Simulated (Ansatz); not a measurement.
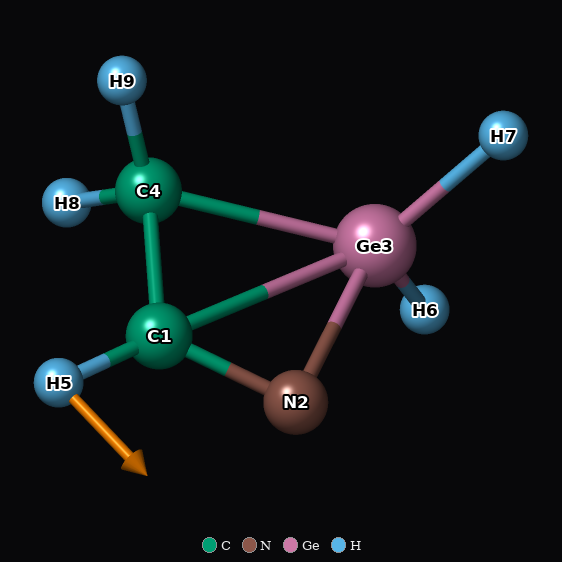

The arrows show one normal mode. Harmonic vibrations computed with RKS PBE0-D4/def2-TZVP (Ansatz 0.2.0) at a stationary point of the same level.

> Describe the motion.

Mostly angle bending.

> At what wavenumber does it lie?

1308 cm⁻¹; it is mode 14 of 21 counted from the lowest.
